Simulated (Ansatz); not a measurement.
# singlet C2H4NOSi+: levels of theory compared

Aim: a comparison of 6 runs (HF/STO-3G, HF/3-21G, CAM-B3LYP/def2-SVP, SVWN5/def2-SVP, wB97M-V/def2-SVP, CCSD/def2-SVP) of singlet C2H4NOSi+. 

The calculation is run with Ansatz 0.2.0.

104 further runs of the same task are left out: 104 set aside as unsound or not needed.

### 1 Starting point

C2H4NOSi+ has 9 atoms, charge +1, and is taken as a singlet. As SMILES of the parent species, `C[SiH]N=C=O`. The coordinates come from a PBE0-D4/def2-TZVP relaxation. This is one conformer, not always the lowest. That shape belongs to the parent species and isn't relaxed for this state.

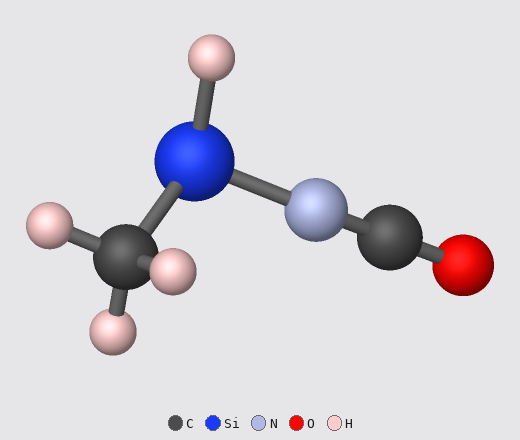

The structure, seen from a chosen angle (carbon dark grey, silicon blue, nitrogen light blue, oxygen red, hydrogen pink).

### 2 A single-point energy at HF/STO-3G (run 1)

File molecule.yaml:

```yaml
crystal:
  periodic: [false, false, false]
  atoms:
    - {symbol: C, position_ang: [-0.230800, 0.936500, 1.233300]}
    - {symbol: Si, position_ang: [-0.019100, 0.717300, -0.606900]}
    - {symbol: N, position_ang: [0.147000, -0.951200, -0.966600]}
    - {symbol: C, position_ang: [-0.027700, -2.022300, -1.465700]}
    - {symbol: O, position_ang: [-0.174100, -3.081100, -1.930900]}
    - {symbol: H, position_ang: [0.625000, 0.510600, 1.765400]}
    - {symbol: H, position_ang: [-1.138100, 0.442600, 1.585600]}
    - {symbol: H, position_ang: [-0.298200, 1.998600, 1.479400]}
    - {symbol: H, position_ang: [1.204500, 1.402700, -1.110500]}
basis:
  gaussian: {orbitals: STO-3G}
total_charge: 1
hamiltonian: {xc: hf}
accuracy: high
output: {orbitals: {seedname: orbitals}}
```

The run is started by

```bash
$ ansatz run molecule.yaml --threads 1 --pin off --max-ram 3480MiB --events-out events.jsonl --progress --plain --runs-dir runs
```

Standard output:

```text
Warning: RAYON_NUM_THREADS=1 ignored (pool sized by the plan → 1); use --threads N
Functional definition: HF
  name "HF"
  exchange = exact_x
  correlation = 0
647 factors; integrals over basis functions are off by at most 1.6e-8 eV
mean field evaluation 1: about -13331.7029 eV, gradient 3.5e1 eV
mean field evaluation 2: about -13331.7911 eV, gradient 3.5e1 eV
mean field evaluation 4: about -13335.8819 eV, gradient 5.0e0 eV
mean field evaluation 8: about -13335.9648 eV, gradient 7.1e-2 eV
mean field -13335.96020970 eV, -490.0874982680 hartree, gradient 1.0e-8 eV, S^2 0.000000; 0 other end points of the search recorded, 0 dependent functions left out
reference -13335.96020970 eV, -490.0874982680 hartree; 22, 22 occupied and 11, 11 virtual orbitals, 647 factors
Total energy: -13335.96020970 eV, -490.0874982680 hartree
```

Run time: 0.36 s. Hardware: 1 thread of Arm Neoverse V1, shared host.

### 3 The energy at HF/3-21G (run 2)

File job.yaml:

```yaml
crystal:
  periodic: [false, false, false]
  atoms:
    - symbol: C
      position_ang: [-0.230800, 0.936500, 1.233300]
    - symbol: Si
      position_ang: [-0.019100, 0.717300, -0.606900]
    - symbol: N
      position_ang: [0.147000, -0.951200, -0.966600]
    - symbol: C
      position_ang: [-0.027700, -2.022300, -1.465700]
    - symbol: O
      position_ang: [-0.174100, -3.081100, -1.930900]
    - symbol: H
      position_ang: [0.625000, 0.510600, 1.765400]
    - symbol: H
      position_ang: [-1.138100, 0.442600, 1.585600]
    - symbol: H
      position_ang: [-0.298200, 1.998600, 1.479400]
    - symbol: H
      position_ang: [1.204500, 1.402700, -1.110500]
basis:
  gaussian:
    orbitals: 3-21G.json
total_charge: 1
hamiltonian:
  xc: hf
accuracy: high
output: {orbitals: {seedname: orbitals}}
```

The basis set 3-21G is read from a file made from the Basis Set Exchange's data (not shown).

The run is started by

```bash
$ ansatz run job.yaml --threads 1 --pin off --max-ram 3480MiB --events-out events.jsonl --progress --plain --runs-dir runs
```

Standard output:

```text
Warning: RAYON_NUM_THREADS=1 ignored (pool sized by the plan → 1); use --threads N
[... 4 set-up lines as earlier in the session ...]
1316 factors; integrals over basis functions are off by at most 7.9e-9 eV
mean field evaluation 1: about -13419.6279 eV, gradient 4.8e1 eV
mean field evaluation 2: about -13419.9900 eV, gradient 4.8e1 eV
mean field evaluation 4: about -13424.7711 eV, gradient 5.0e0 eV
mean field evaluation 8: about -13424.8598 eV, gradient 5.5e-1 eV
mean field evaluation 16: about -13424.8615 eV, gradient 2.1e-8 eV
mean field -13424.86152244 eV, -493.3545612519 hartree, gradient 4.1e-8 eV, S^2 0.000000; 0 other end points of the search recorded, 0 dependent functions left out
reference -13424.86152244 eV, -493.3545612519 hartree; 22, 22 occupied and 35, 35 virtual orbitals, 1316 factors
Total energy: -13424.86152244 eV, -493.3545612519 hartree
```

It took 0.93 s on 1 thread of Arm Neoverse V1, shared host; peak memory 0.13 GiB.

### 4 The energy at CAM-B3LYP/def2-SVP (run 3)

File in.yaml:

```yaml
basis:
  gaussian:
    orbitals: def2-SVP
crystal:
  periodic: [false, false, false]
  atoms:
    - symbol: C
      position_ang: [-0.230800, 0.936500, 1.233300]
    - symbol: Si
      position_ang: [-0.019100, 0.717300, -0.606900]
    - symbol: N
      position_ang: [0.147000, -0.951200, -0.966600]
    - symbol: C
      position_ang: [-0.027700, -2.022300, -1.465700]
    - symbol: O
      position_ang: [-0.174100, -3.081100, -1.930900]
    - symbol: H
      position_ang: [0.625000, 0.510600, 1.765400]
    - symbol: H
      position_ang: [-1.138100, 0.442600, 1.585600]
    - symbol: H
      position_ang: [-0.298200, 1.998600, 1.479400]
    - symbol: H
      position_ang: [1.204500, 1.402700, -1.110500]
total_charge: 1
hamiltonian:
  xc: {name: CAM-B3LYP}
accuracy: high
output: {orbitals: {seedname: orbitals}}
```

The run is started by

```bash
$ ansatz run in.yaml --threads 1 --pin off --max-ram 3480MiB --events-out events.jsonl --progress --plain --runs-dir runs
```

Standard output:

```text
Warning: RAYON_NUM_THREADS=1 ignored (pool sized by the plan → 1); use --threads N
Functional definition: CAM-B3LYP
  name "CAM-B3LYP"
  parameter alpha = 0.19
  parameter beta = 0.46
  parameter omega = 0.33/bohr
  parameter ac = 0.81
  exchange = (1 - alpha - beta)*b88_x + beta*b88_x_sr(omega) + alpha*exact_x + beta*exact_x_lr(omega)
  correlation = (1 - ac)*vwn5_c + ac*lyp_c
2090 factors; integrals over basis functions are off by at most 3.8e-9 eV
425 factors; integrals over basis functions are off by at most 2.3e-9 eV
mean field evaluation 1: about -13523.5755 eV, gradient 7.8e1 eV
mean field evaluation 2: about -13507.7981 eV, gradient 1.1e2 eV
mean field evaluation 4: about -13536.0557 eV, gradient 9.1e0 eV
mean field evaluation 8: about -13536.4137 eV, gradient 9.2e-1 eV
mean field evaluation 16: about -13536.4163 eV, gradient 7.2e-4 eV
mean field -13536.41633256 eV, -497.4541249091 hartree, gradient 9.3e-8 eV, S^2 0.000000; 0 other end points of the search recorded, 0 dependent functions left out
reference -13536.41635124 eV, -497.4541255955 hartree; 22, 22 occupied and 72, 72 virtual orbitals, 2090 factors
Total energy: -13536.41635124 eV, -497.4541255955 hartree
```

It took 10 s on 1 thread of Arm Neoverse V1, shared host; peak memory 0.35 GiB.

Runs 4 to 5 aren't shown in full; the table further down has their settings and results.

### 5 A single-point energy at CCSD/def2-SVP (run 6)

File input.yaml:

```yaml
crystal:
  periodic: [false, false, false]
  atoms:
    - {symbol: C, position_ang: [-0.230800, 0.936500, 1.233300]}
    - {symbol: Si, position_ang: [-0.019100, 0.717300, -0.606900]}
    - {symbol: "N", position_ang: [0.147000, -0.951200, -0.966600]}
    - {symbol: C, position_ang: [-0.027700, -2.022300, -1.465700]}
    - {symbol: O, position_ang: [-0.174100, -3.081100, -1.930900]}
    - {symbol: H, position_ang: [0.625000, 0.510600, 1.765400]}
    - {symbol: H, position_ang: [-1.138100, 0.442600, 1.585600]}
    - {symbol: H, position_ang: [-0.298200, 1.998600, 1.479400]}
    - {symbol: H, position_ang: [1.204500, 1.402700, -1.110500]}
basis:
  gaussian: {orbitals: def2-SVP}
total_charge: 1
correlation: {method: ccsd, frozen_orbitals: {C: 1, H: 0, "N": 1, O: 1, Si: 5}}
accuracy: high
scf: {omitted_lower_state_checks: [cluster_reference, increment]}
```

The run is started by

```bash
$ ansatz run input.yaml --threads 1 --pin off --max-ram 3480MiB --events-out events.jsonl --progress --plain --runs-dir runs
```

Standard output:

```text
Warning: RAYON_NUM_THREADS=1 ignored (pool sized by the plan → 1); use --threads N
[... 12 lines left out ...]
9 core orbitals not correlated: weight in the atoms' cores, before any rotation towards them, 1.000 or more for the frozen orbitals, at most 0.000 for the correlated occupied ones
[... 29 lines left out ...]
Total energy: -13510.36744700 eV, -496.4968460212 hartree
Checks for a lower state left out: cluster_reference, increment
```

Wall time 29 s (1 thread of Arm Neoverse V1, shared host); peak memory 0.6 GiB.

### 6 Overview of the runs

```
run               level  frozen core orbitals  energy (Eh)  HOMO energy (eV)  LUMO energy (eV)  HOMO–LUMO gap (eV)  wall time
  1           HF/STO-3G                     –  -490.087498            -14.88             -4.49               10.40     0.36 s
  2            HF/3-21G                     –  -493.354561            -17.07             -6.94               10.13     0.93 s
  3  CAM-B3LYP/def2-SVP                     –  -497.454126            -15.45             -8.94                6.51       10 s
  4      SVWN5/def2-SVP                     –  -494.703043            -12.98            -10.84                2.14      5.1 s
  5    wB97M-V/def2-SVP                     –  -497.451634            -16.31             -8.01                8.30       99 s
  6       CCSD/def2-SVP                     9  -496.496846                 –                 –                   –       29 s
```

### 7 Outcome

| quantity | value |
| --- | --- |
| run 6: total energy | -496.49685 Eh |
| run 6: correlation energy (9 core orbitals frozen) | -708.9 mEh |
| run 6: T1 diagnostic | 0.022 |

What this shows: Over runs 1, 2, 3, 4, 5 the HOMO–LUMO gap runs from 2.14 eV (SVWN5/def2-SVP) to 10.40 eV (HF/STO-3G). The two ends differ in method and basis. Totals of different functionals can't be ranked against each other. In run 1 the basis is minimal, so the values are rough. All runs together took 2.4 min, the longest 99 s.
